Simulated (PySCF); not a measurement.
SMILES C(=Cc1ccc[se]1)c1ccncc1 (C11H9NSe) at its GFN2-xTB optimised geometry (Å):

```
22

C     -0.2706    -0.6199    -0.0001
C      0.0874     0.6762     0.0000
C     -0.8229     1.7822     0.0000
C     -2.1970     1.7822     0.0000
C     -2.7985     3.0542     0.0001
C     -1.9283     4.1011     0.0002
Se    -0.1643     3.5489     0.0000
C      0.6301    -1.7528    -0.0003
C      0.0998    -3.0486    -0.0004
C      0.9567    -4.1331    -0.0005
N      2.2753    -4.0231    -0.0005
C      2.7860    -2.8022    -0.0004
C      2.0254    -1.6476    -0.0003
H     -1.3219    -0.8753    -0.0002
H      1.1364     0.9462    -0.0001
H     -2.7777     0.8760     0.0001
H     -3.8675     3.1880     0.0003
H     -2.1827     5.1456     0.0003
H     -0.9699    -3.1980    -0.0003
H      0.5734    -5.1456    -0.0005
H      3.8675    -2.7522    -0.0005
H      2.5132    -0.6859    -0.0002
```

Level of theory: PBE/def2-SVP run with PySCF. Cells within 0.4 Å of a nucleus heavier than hydrogen are left out (blank, or x).

Map of the deformation density (molecule minus spherical neutral atoms) (e/bohr³) on the plane z = 0.0 Å:

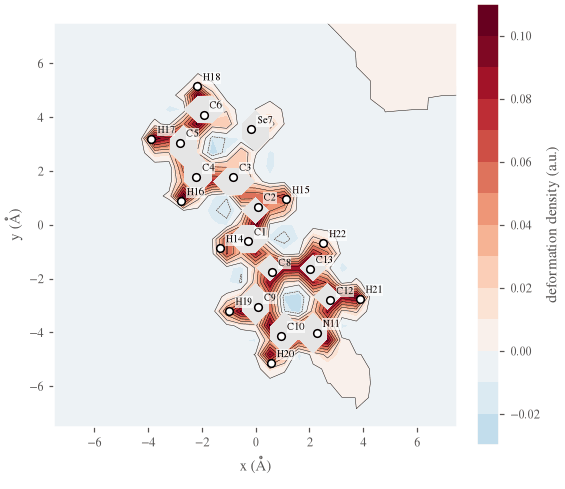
Figure: Deformation density (molecule minus spherical neutral atoms) (e/bohr³) on the plane z = 0.0 Å.
